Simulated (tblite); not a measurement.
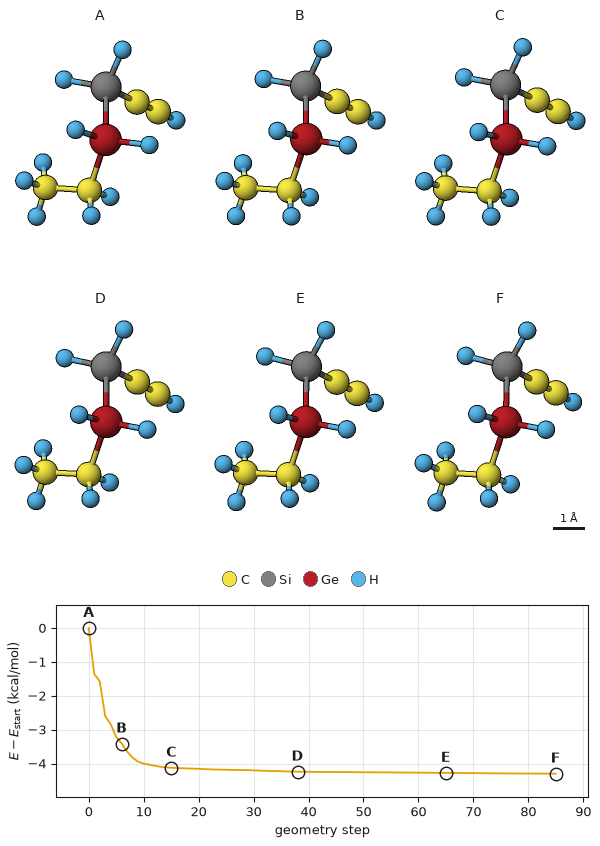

Frames of a relaxation of C$_{4}$H$_{10}$GeSi, marked on the history of the run. The picture is a ball-and-stick view, seen from a free direction.

Level of theory: GFN2-xTB geometry optimisation, gas phase (tblite). 

Question: What happens along the run?

Answer: The atom that moves furthest after the best rigid fit is an H atom (0.23 Å). By element the largest moves are H 0.23 Å, C 0.11 Å, Si 0.11 Å, Ge 0.03 Å. Near-neighbour distances that change, for instance: C–Ge 1.936 → 1.987 Å, Ge–H 1.557 → 1.515 Å, Ge–Si 2.311 → 2.349 Å, C–Si 1.816 → 1.850 Å. Among the angles between lasting bonds that change: H–Ge–H 108.7° → 101.8°, Si–Ge–H 108.9° → 114.0°, Si–Ge–C 110.4° → 115.2°. The energy falls by 4.30 kcal/mol in 85 geometry steps. Cost: 0.6 s on 1 thread of Arm Neoverse V1 (shared host). From step 0 to 6: an H atom moves most (0.07 Å), energy −3.41 kcal/mol. From step 6 to 15: H atoms move most (0.07 Å), energy −0.71 kcal/mol. From step 15 to 38: an H atom moves most (0.08 Å), energy −0.12 kcal/mol. From step 38 to 65: an H atom moves most (0.08 Å), energy −0.04 kcal/mol. From step 65 to 85: an H atom moves most (0.08 Å), energy −0.02 kcal/mol.
